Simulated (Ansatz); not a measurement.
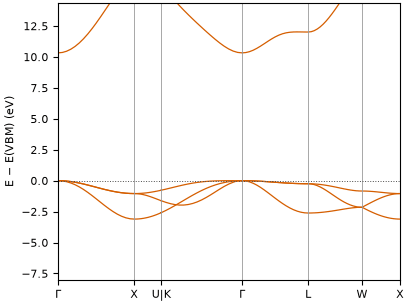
Figure. Band structure from the program Ansatz at the r²SCAN level (PAW)

Q: Read off the gap and where the band edges lie.

A: About 10.3 eV (10.33 eV by a search for the band edges); maximum on the K–Γ line, 86 % of the way from K, minimum at Γ.

The material is LiF (rock salt, Fm-3m).

Symmetry was held in the r²SCAN relaxation; phonons on a q-mesh show no instability.

Potentials: the later of the program's two PAW sets.
